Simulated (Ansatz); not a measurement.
C₂H₇NZn, SMILES C[N](C)[ZnH], singlet, geometry in Å:

```xyz
11

C     -0.3269     1.1690    -0.4956
N     -0.1276    -0.1899    -0.0739
C      0.9645    -0.3165     0.8511
Zn    -1.1395    -1.5850    -0.6424
H     -1.1601     1.2525    -1.1990
H     -0.5492     1.8362     0.3537
H      0.5651     1.5802    -0.9967
H      0.8032     0.2804     1.7641
H      1.1063    -1.3546     1.1645
H      1.9172     0.0248     0.4134
H     -1.9875    -2.7542    -1.1189
```

Hartree-Fock orbital energies near the frontier, HF/def2-TZVPP in the Ansatz code, at a PBE0-D4/def2-TZVP geometry (a minimum by its frequencies), isolated molecule; empty levels in grey, levels within 0.03 eV side by side.

Q: Where do the frontier orbitals lie?

A: HOMO at −8.70 eV, LUMO at 1.92 eV, 10.63 eV apart.

Q: How far below the HOMO does the next level lie?

A: 2.73 eV.

Q: List the levels.

A:
```csv
orbital,energy (eV)
LUMO+2,2.65
LUMO+1,2.14
LUMO,1.92
HOMO,−8.70
HOMO−1,−11.43
HOMO−2,−12.45
HOMO−3,−13.60
HOMO−4,−14.24
HOMO−5,−15.81
HOMO−6,−16.37
HOMO−7,−16.77
HOMO−8,−21.05
HOMO−9,−21.83
```

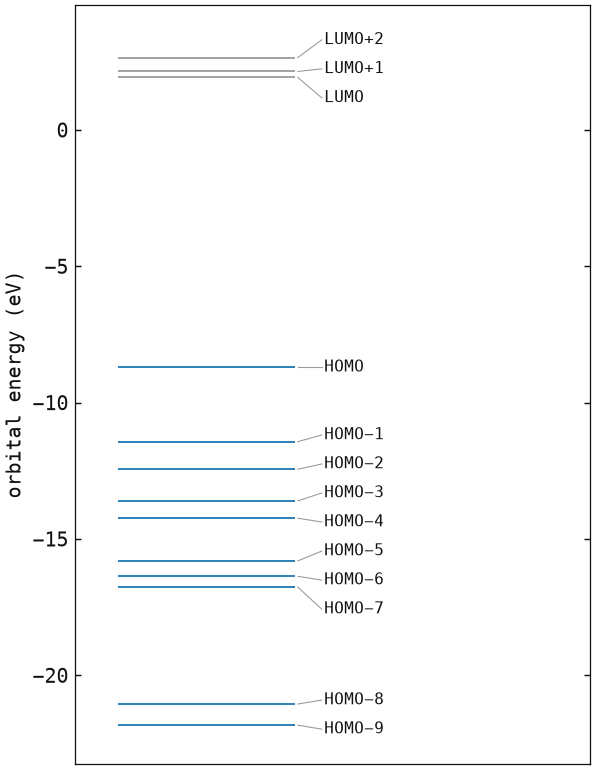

Known limits of this run: no scalar relativity up to krypton; empty levels above zero depend strongly on the basis.
